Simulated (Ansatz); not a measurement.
# Geometry relaxation of AlN$_{3}$H$_{6}$

AlN$_{3}$H$_{6}$, computed with RKS r2SCAN-D4/6-31G (Ansatz 0.2.0).

It belongs to a series of runs on one base structure; here: start relaxed.

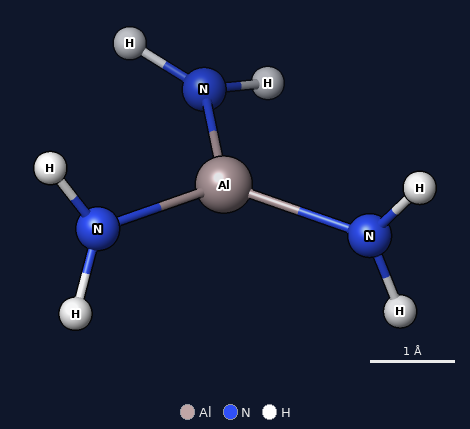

Figure 1. The structure as given in the input (ball-and-stick view, seen at a tilt). Sticks mark near contacts.

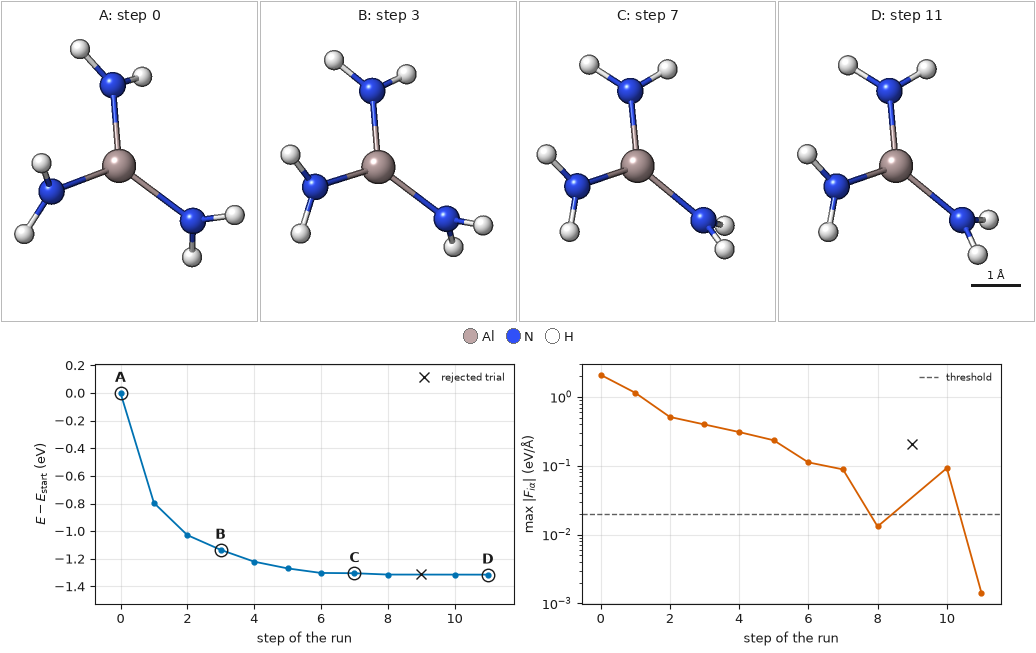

Figure 2. Frames of the relaxation (ball-and-stick view, seen at a tilt) above the curves, on which the letters mark them (the first geometry is step 0 here and step 1 in the log).

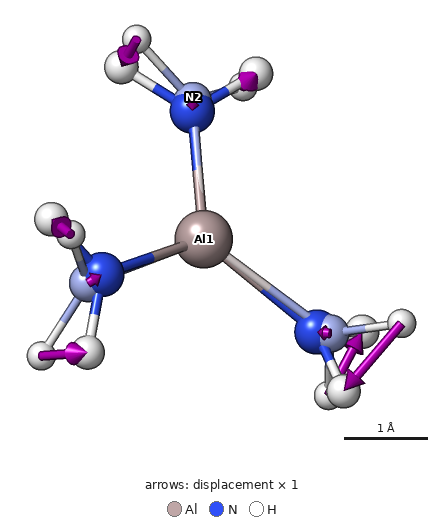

Figure 3. Start (faint) and end (solid) with the displacements as pink arrows, at true length (ball-and-stick view, seen at a tilt). The two geometries are laid on each other by the best rigid fit. The energy falls by 1.315 eV in 11 geometry steps. Largest force component: 2.1 eV/Å at the start, 0.0014 eV/Å at the end. The line search rejected the trial step at point 9 (counted from 0) and went back. The atom that moves furthest after the best rigid fit is H6 (1.08 Å). By element the largest moves are H 1.08 Å, N 0.20 Å. Al stays in place. Among the contacts that change: Al1–N2 1.920 → 1.796 Å, N2–H3 1.060 → 1.011 Å. Among the angles that change: H9–N8–H10 120.0° → 111.3°, Al1–N8–H9 120.0° → 124.4°. (Atoms are counted from 1 in the order of the input.)

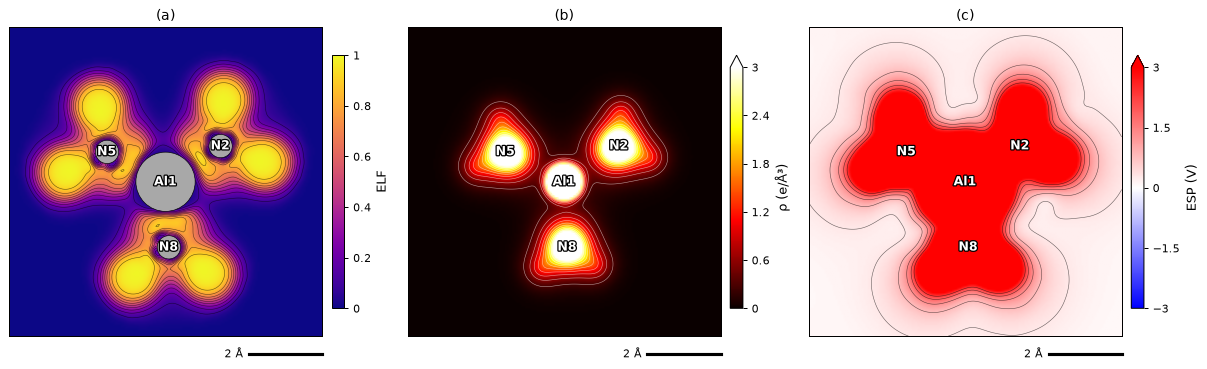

Figure 4. (a) ELF; (b) total electron density; (c) molecular electrostatic potential on the plane of atoms N2, Al1 and N5. Grey discs, where drawn, cover atomic cores. The section cuts through Al and N sites. Al–N (1.80 Å): ρ at the midpoint is about 0.69 e/Å³; the ELF peaks at about 0.95 in the valence shell of N, 0.6 Å from its nucleus, and is about 0.40 at the midpoint. The potential has no marked negative region in this plane.

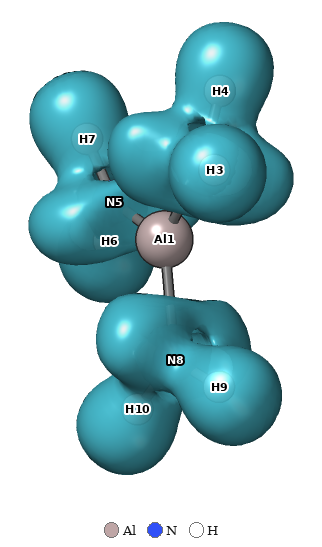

Figure 5. Isosurface of the ELF at 0.75 (cyan), seen at an oblique angle. Only the valence region is drawn (cores and ρ < 0.01 e/Å³ removed). Values along the shortest contacts: Al–N (1.80 Å): the ELF peaks at about 0.95 in the valence shell of N, 0.6 Å from its nucleus, and is about 0.40 at the midpoint. N–H (1.01 Å): the ELF climbs to about 1 towards the hydrogen, as it does in any bond to H (a covalent bond by its length).

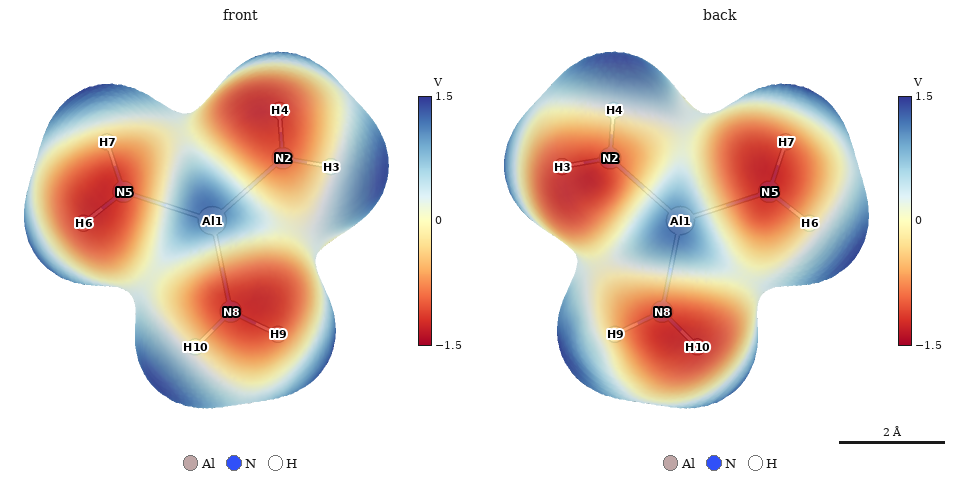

Figure 6. The molecular electrostatic potential painted on the density surface at 0.002 e/bohr³, seen face on and from behind; the colour scale runs from red (negative) to blue (positive). A positive charge is drawn to the negative regions and a negative charge to the positive ones.

The input and output of the run follow.

Input:
```yaml
crystal:
  periodic: [false, false, false]
  atoms:
    - { symbol: Al, position_ang: [0.0, 0.0, 0.0] }
    - { symbol: "N", position_ang: [0.0, 0.0, 1.92] }
    - { symbol: H, position_ang: [-0.877, -0.2713, 2.45] }
    - { symbol: H, position_ang: [0.877, 0.2713, 2.45] }
    - { symbol: "N", position_ang: [1.6627, 0.0, -0.96] }
    - { symbol: H, position_ang: [2.1293, -0.9179, -1.2118] }
    - { symbol: H, position_ang: [2.1141, 0.9179, -1.2382] }
    - { symbol: "N", position_ang: [-1.6627, 0.0, -0.96] }
    - { symbol: H, position_ang: [-2.3316, -0.8164, -0.8614] }
    - { symbol: H, position_ang: [-1.9118, 0.8164, -1.5886] }
basis:
  gaussian: { orbitals: "6-31G" }
hamiltonian:
  xc: r2scan
  dispersion: d4
relax:
  f_tol: 0.02
  max_steps: 40
output:
  orbitals: {}
```

Command:
```bash
ansatz run input.yaml --threads 1 --pin off --max-ram 2048MiB --backend cpu --events-out ev --progress --plain --runs-dir out
```

The program's output:
```
The last accepted step is kept in [file] (removed where the run ends without a failure and the disk answers)
Engine: ansatz 0.2.0, aarch64-unknown-linux-gnu
Functional definition: r2SCAN
  parameter k0 = 0.174
  parameter k1 = 0.065
  parameter a1 = 4.9479
  exchange = r2scan_x(k0 = k0, k1 = k1, a1 = a1)
  correlation = r2scan_c
773 factors; integrals over basis functions are off by at most 1.7e-4 eV
mean field evaluation 1: about -11141.7135 eV, gradient 9.6e1 eV
mean field evaluation 2: about -11091.7672 eV, gradient 1.6e2 eV
mean field evaluation 4: about -11160.1194 eV, gradient 1.9e1 eV
mean field evaluation 8: about -11160.8505 eV, gradient 2.1e-1 eV
mean field -11160.85059257 eV, -410.1536941806 hartree, gradient 2.8e-5 eV, S^2 0.000000; 0 other end points of the search recorded, 0 dependent functions left out
the calculation of the forces begins
reference -11160.85060717 eV, -410.1536947171 hartree; 20, 20 occupied and 32, 32 virtual orbitals, 773 factors
relax step   1: F+E_penalty+E_count = -11160.88874912 eV  Δ(F+E_penalty+E_count) = +0.000e0 eV  max|allowed force component| = 2.094e0 eV/Å  Δτ_max = 0.0000 Å  (23 SCF iters, accepted)
these checks for a lower state are left out or cut short: starts, cluster_reference, orbital_swaps, neighbouring_geometries, increment
773 factors; integrals over basis functions are off by at most 1.7e-4 eV
mean field evaluation 16: about -11161.6543 eV, gradient 3.0e-1 eV
mean field -11161.64496766 eV, -410.1828869269 hartree, gradient 7.1e-6 eV, S^2 0.000000; 0 other end points of the search recorded, 0 dependent functions left out
[... from here on the field's lines of each further geometry are left out, up to the last ...]
relax step   2: F+E_penalty+E_count = -11161.68405959 eV  Δ(F+E_penalty+E_count) = -7.953e-1 eV  max|allowed force component| = 1.147e0 eV/Å  Δτ_max = 0.1945 Å  (26 SCF iters, accepted)
relax step   3: F+E_penalty+E_count = -11161.91725909 eV  Δ(F+E_penalty+E_count) = -2.332e-1 eV  max|allowed force component| = 5.108e-1 eV/Å  Δτ_max = 0.1947 Å  (27 SCF iters, accepted)
relax step   4: F+E_penalty+E_count = -11162.02393681 eV  Δ(F+E_penalty+E_count) = -1.067e-1 eV  max|allowed force component| = 3.970e-1 eV/Å  Δτ_max = 0.2000 Å  (25 SCF iters, accepted)
relax step   5: F+E_penalty+E_count = -11162.10943974 eV  Δ(F+E_penalty+E_count) = -8.550e-2 eV  max|allowed force component| = 3.082e-1 eV/Å  Δτ_max = 0.2000 Å  (26 SCF iters, accepted)
relax step   6: F+E_penalty+E_count = -11162.15810794 eV  Δ(F+E_penalty+E_count) = -4.867e-2 eV  max|allowed force component| = 2.340e-1 eV/Å  Δτ_max = 0.2000 Å  (25 SCF iters, accepted)
relax step   7: F+E_penalty+E_count = -11162.19106831 eV  Δ(F+E_penalty+E_count) = -3.296e-2 eV  max|allowed force component| = 1.117e-1 eV/Å  Δτ_max = 0.2000 Å  (25 SCF iters, accepted)
relax step   8: F+E_penalty+E_count = -11162.19300993 eV  Δ(F+E_penalty+E_count) = -1.942e-3 eV  max|allowed force component| = 8.835e-2 eV/Å  Δτ_max = 0.0196 Å  (23 SCF iters, accepted)
relax step   9: F+E_penalty+E_count = -11162.20275710 eV  Δ(F+E_penalty+E_count) = -9.747e-3 eV  max|allowed force component| = 1.308e-2 eV/Å  Δτ_max = 0.1299 Å  (25 SCF iters, accepted)
relax step  10: F+E_penalty+E_count = -11162.20223142 eV  Δ(F+E_penalty+E_count) = +5.257e-4 eV  max|allowed force component| = 2.075e-1 eV/Å  Δτ_max = 0.0450 Å  (22 SCF iters, rejected (line search))
relax step  11: F+E_penalty+E_count = -11162.20302688 eV  Δ(F+E_penalty+E_count) = -2.698e-4 eV  max|allowed force component| = 9.222e-2 eV/Å  Δτ_max = 0.0220 Å  (21 SCF iters, accepted)
the calculation of the forces begins
reference -11162.16337779 eV, -410.2019381477 hartree; 20, 20 occupied and 32, 32 virtual orbitals, 773 factors
relax step  12: F+E_penalty+E_count = -11162.20335896 eV  Δ(F+E_penalty+E_count) = -3.321e-4 eV  max|allowed force component| = 1.422e-3 eV/Å  Δτ_max = 0.0166 Å  (21 SCF iters, accepted)
773 factors; integrals over basis functions are off by at most 1.7e-4 eV
mean field evaluation 96: about -11162.1634 eV, gradient 7.3e-5 eV
mean field -11162.16336460 eV, -410.2019376628 hartree, gradient 6.6e-5 eV, S^2 0.000000; 1 other end points of the search recorded, 0 dependent functions left out
the calculation of the forces begins
reference -11162.16337779 eV, -410.2019381477 hartree; 20, 20 occupied and 32, 32 virtual orbitals, 773 factors
Total energy: -11162.20337215 eV, -410.2034079134 hartree
Atom 0 at     0.000143     0.000048     0.000136 Å, force    -0.000106    -0.000216    -0.000293 eV/Å
Atom 1 at    -0.004107     0.041623     1.795584 Å, force     0.000219     0.000555     0.000175 eV/Å
Atom 2 at    -0.811175     0.272779     2.359047 Å, force    -0.000240     0.000007     0.000384 eV/Å
Atom 3 at     0.800268    -0.163254     2.372888 Å, force     0.000364     0.000159     0.000364 eV/Å
Atom 4 at     1.550708     0.122684    -0.897798 Å, force     0.000054    -0.000320     0.000181 eV/Å
Atom 5 at     1.682990    -0.184086    -1.852101 Å, force    -0.000073     0.001422    -0.000510 eV/Å
Atom 6 at     2.403553     0.507071    -0.514135 Å, force     0.000180    -0.001192     0.000423 eV/Å
Atom 7 at    -1.546577    -0.164318    -0.897660 Å, force     0.000251     0.000136    -0.000415 eV/Å
Atom 8 at    -2.402146    -0.526918    -0.499169 Å, force    -0.000163    -0.000181     0.000172 eV/Å
Atom 9 at    -1.673657     0.094371    -1.866793 Å, force    -0.000487    -0.000369    -0.000480 eV/Å
Dipole moment:     0.000029     0.000045     0.000048 e Å
```

Trajectory as extended XYZ (Å, eV, eV/Å), 12 frames, from step=1 to step=12:
```
10
Properties=species:S:1:pos:R:3:forces:R:3 step=1 energy=-11160.88875
Al    0.0000    0.0000    0.0000    0.0202  -0.0128   0.0302
N     0.0000    0.0000    1.9200   -0.0508  -0.0773  -1.1867
H    -0.8770   -0.2713    2.4500    1.8586   0.7745  -0.5106
H     0.8770    0.2713    2.4500   -1.8543  -0.7715  -0.5681
N     1.6627    0.0000   -0.9600   -0.6003   0.2611   0.6205
H     2.1293   -0.9179   -1.2118   -0.5182   2.0728   0.2284
H     2.1141    0.9179   -1.2382   -0.3680  -2.0938   0.2351
N    -1.6627    0.0000   -0.9600    0.6252  -0.1415   0.6885
H    -2.3316   -0.8164   -0.8614    0.8144   1.8986  -0.5237
H    -1.9118    0.8164   -1.5886    0.0732  -1.9100   0.9864
10
Properties=species:S:1:pos:R:3:forces:R:3 step=2 energy=-11161.68406
Al    0.0030    0.0010   -0.0082   -0.0055   0.0079   0.1620
N    -0.0025   -0.0256    1.8380   -0.2069  -0.0063  -0.4659
H    -0.8785   -0.1111    2.3897    1.1471   0.2202  -0.3837
H     0.8670    0.0881    2.3855   -0.9728  -0.2605  -0.3055
N     1.6452    0.0435   -0.8812   -0.6462   0.1163   0.2478
H     2.0917   -0.8194   -1.2076   -0.1218   0.6558   0.0791
H     2.0881    0.9011   -1.2233   -0.0599  -0.6462   0.1450
N    -1.6355   -0.0099   -0.8848    0.6461   0.1790   0.0592
H    -2.3340   -0.7515   -0.7844    0.1905   0.6382  -0.1245
H    -1.8444    0.6838   -1.6236    0.0294  -0.9044   0.5867
10
Properties=species:S:1:pos:R:3:forces:R:3 step=3 energy=-11161.91726
Al    0.0033    0.0084   -0.0288    0.0528   0.0038  -0.1080
N    -0.0083   -0.0260    1.7522   -0.1694  -0.0960   0.4849
H    -0.8511   -0.0913    2.3204    0.3001   0.1285  -0.1041
H     0.8357    0.0199    2.3146   -0.1803  -0.1114  -0.0546
N     1.5989    0.0703   -0.8663   -0.0615   0.2854  -0.0092
H     2.0641   -0.7562   -1.1995    0.1107  -0.2757  -0.1612
H     2.1155    0.8957   -1.1289    0.0557   0.1209   0.0556
N    -1.5880   -0.0357   -0.8640   -0.5108  -0.0858  -0.2479
H    -2.3783   -0.6426   -0.6293    0.3610   0.4735  -0.0668
H    -1.7919    0.5573   -1.6704    0.0418  -0.4432   0.2114
10
Properties=species:S:1:pos:R:3:forces:R:3 step=4 energy=-11162.02394
Al    0.0083    0.0077   -0.0232    0.0427   0.0294   0.0117
N    -0.0170   -0.0310    1.7626   -0.1043   0.0076   0.3124
H    -0.8585   -0.0093    2.3313    0.1907   0.0503  -0.0758
H     0.8241   -0.0493    2.3283   -0.1172  -0.0790  -0.0326
N     1.5951    0.0927   -0.8753    0.2137   0.0607  -0.2563
H     1.9842   -0.7023   -1.3748   -0.0876   0.1775   0.0015
H     2.1879    0.9098   -0.9845   -0.0984  -0.1709   0.1387
N    -1.5778   -0.0574   -0.8628   -0.3970  -0.0685  -0.3349
H    -2.4055   -0.5614   -0.5395    0.3220   0.3489  -0.1117
H    -1.7406    0.4005   -1.7621    0.0354  -0.3560   0.3470
10
Properties=species:S:1:pos:R:3:forces:R:3 step=5 energy=-11162.10944
Al    0.0145    0.0059   -0.0152    0.0310   0.0191   0.0109
N    -0.0226   -0.0188    1.7761   -0.0088   0.0170   0.1269
H    -0.8580    0.0836    2.3399    0.0734   0.0183  -0.0302
H     0.8037   -0.1353    2.3494   -0.0592  -0.0145  -0.0163
N     1.5819    0.1151   -0.9015    0.2382  -0.0179  -0.2007
H     1.9106   -0.6107   -1.5367   -0.1109   0.3082   0.1081
H     2.2463    0.8839   -0.8449   -0.1606  -0.2777   0.0592
N    -1.5607   -0.0947   -0.8701   -0.1838  -0.0135  -0.1738
H    -2.4185   -0.4736   -0.4780    0.1778   0.1320  -0.0982
H    -1.6972    0.2445   -1.8191    0.0029  -0.1712   0.2141
10
Properties=species:S:1:pos:R:3:forces:R:3 step=6 energy=-11162.15811
Al    0.0134    0.0033   -0.0089    0.0079   0.0068  -0.0024
N    -0.0188   -0.0008    1.7845    0.0067   0.0245   0.0553
H    -0.8445    0.1549    2.3482    0.0233   0.0150  -0.0116
H     0.7956   -0.1701    2.3603   -0.0166   0.0007  -0.0059
N     1.5703    0.1235   -0.9064    0.1980   0.0028  -0.1197
H     1.8285   -0.4910   -1.6743   -0.0664   0.2278   0.1217
H     2.3029    0.8007   -0.7105   -0.1462  -0.2341  -0.0096
N    -1.5508   -0.1224   -0.8796   -0.0949  -0.0179  -0.0526
H    -2.4181   -0.4434   -0.4648    0.0833   0.0250  -0.0570
H    -1.6785    0.1453   -1.8484    0.0049  -0.0506   0.0817
10
Properties=species:S:1:pos:R:3:forces:R:3 step=7 energy=-11162.19107
Al    0.0047    0.0023   -0.0039   -0.0026  -0.0013   0.0071
N    -0.0092    0.0245    1.7913    0.0091   0.0062   0.0122
H    -0.8208    0.2260    2.3597   -0.0042   0.0158  -0.0029
H     0.7983   -0.1821    2.3640   -0.0001   0.0073  -0.0044
N     1.5580    0.1247   -0.9009    0.0942  -0.0036  -0.0652
H     1.7474   -0.3424   -1.7808   -0.0264   0.1112   0.0860
H     2.3560    0.6676   -0.5909   -0.0717  -0.1117  -0.0236
N    -1.5486   -0.1474   -0.8913   -0.0147  -0.0055  -0.0180
H    -2.4151   -0.4709   -0.4821    0.0116  -0.0160  -0.0059
H    -1.6706    0.0976   -1.8651    0.0048  -0.0024   0.0146
10
Properties=species:S:1:pos:R:3:forces:R:3 step=8 energy=-11162.19301
Al    0.0061   -0.0082   -0.0036   -0.0130   0.0499   0.0064
N    -0.0091    0.0268    1.7913    0.0174  -0.0160   0.0139
H    -0.8213    0.2319    2.3575   -0.0021   0.0166  -0.0078
H     0.7969   -0.1796    2.3662    0.0003   0.0088   0.0012
N     1.5577    0.1245   -0.9020    0.0780  -0.0214  -0.0514
H     1.7434   -0.3259   -1.7905   -0.0249   0.0883   0.0597
H     2.3602    0.6543   -0.5830   -0.0590  -0.0884  -0.0091
N    -1.5485   -0.1487   -0.8903   -0.0130  -0.0240  -0.0179
H    -2.4147   -0.4749   -0.4826    0.0122  -0.0129  -0.0064
H    -1.6706    0.0999   -1.8630    0.0041  -0.0010   0.0113
10
Properties=species:S:1:pos:R:3:forces:R:3 step=9 energy=-11162.20276
Al    0.0013   -0.0001   -0.0001    0.0018   0.0006   0.0015
N    -0.0051    0.0385    1.7955   -0.0005   0.0019   0.0036
H    -0.8132    0.2651    2.3595    0.0024   0.0032  -0.0039
H     0.7990   -0.1682    2.3726    0.0003   0.0013  -0.0030
N     1.5520    0.1225   -0.8987    0.0025  -0.0003  -0.0049
H     1.6940   -0.2175   -1.8405   -0.0061   0.0128   0.0024
H     2.3947    0.5414   -0.5290    0.0004  -0.0131   0.0059
N    -1.5463   -0.1615   -0.8966   -0.0036  -0.0010  -0.0021
H    -2.4041   -0.5175   -0.4969    0.0015  -0.0045  -0.0005
H    -1.6725    0.0972   -1.8659    0.0013  -0.0009   0.0010
10
Properties=species:S:1:pos:R:3:forces:R:3 step=10 energy=-11162.20223 accepted=F
Al   -0.0005   -0.0005    0.0009   -0.0029   0.0056   0.0025
N    -0.0039    0.0429    1.7964    0.0163  -0.0092  -0.0229
H    -0.8098    0.2768    2.3590   -0.0283   0.0078   0.0187
H     0.7992   -0.1646    2.3742    0.0100  -0.0009   0.0032
N     1.5493    0.1236   -0.8978    0.2075   0.0182  -0.0905
H     1.6797   -0.1809   -1.8579   -0.0085   0.0682   0.1940
H     2.4082    0.5033   -0.5094   -0.1929  -0.0888  -0.1063
N    -1.5468   -0.1649   -0.8978   -0.0062  -0.0035  -0.0020
H    -2.4015   -0.5317   -0.5010    0.0045   0.0039  -0.0014
H    -1.6740    0.0961   -1.8664    0.0006  -0.0013   0.0046
10
Properties=species:S:1:pos:R:3:forces:R:3 step=11 energy=-11162.20303
Al    0.0007    0.0008    0.0000    0.0020  -0.0018  -0.0001
N    -0.0043    0.0400    1.7955   -0.0032   0.0048  -0.0011
H    -0.8115    0.2705    2.3592    0.0000   0.0005  -0.0001
H     0.7998   -0.1660    2.3726    0.0034  -0.0007   0.0012
N     1.5513    0.1230   -0.8983   -0.0860  -0.0065   0.0529
H     1.6871   -0.1986   -1.8450    0.0074  -0.0252  -0.0922
H     2.3986    0.5211   -0.5215    0.0751   0.0313   0.0408
N    -1.5465   -0.1625   -0.8972    0.0090  -0.0026   0.0055
H    -2.4024   -0.5243   -0.4991   -0.0060  -0.0034   0.0041
H    -1.6728    0.0960   -1.8663   -0.0018   0.0035  -0.0109
10
Properties=species:S:1:pos:R:3:forces:R:3 step=12 energy=-11162.20336
Al    0.0001    0.0000    0.0001   -0.0001  -0.0002  -0.0003
N    -0.0041    0.0416    1.7956    0.0002   0.0006   0.0002
H    -0.8112    0.2728    2.3590   -0.0002   0.0000   0.0004
H     0.8003   -0.1633    2.3729    0.0004   0.0002   0.0004
N     1.5507    0.1227   -0.8978    0.0001  -0.0003   0.0002
H     1.6830   -0.1841   -1.8521   -0.0001   0.0014  -0.0005
H     2.4036    0.5071   -0.5141    0.0002  -0.0012   0.0004
N    -1.5466   -0.1643   -0.8977    0.0003   0.0001  -0.0004
H    -2.4021   -0.5269   -0.4992   -0.0002  -0.0002   0.0002
H    -1.6737    0.0944   -1.8668   -0.0005  -0.0004  -0.0005
```

Key numbers:

- outcome: converged
- total energy: −11162.2034 eV
- mean-field energy: −11162.1634 eV
- largest force (length of the vector) at the end: 0.002 eV/Å
- hardware: 1 thread of Arm Neoverse V1, 24 GiB of memory available, shared host
- wall time: 50 s
- peak memory: 0.13 GiB
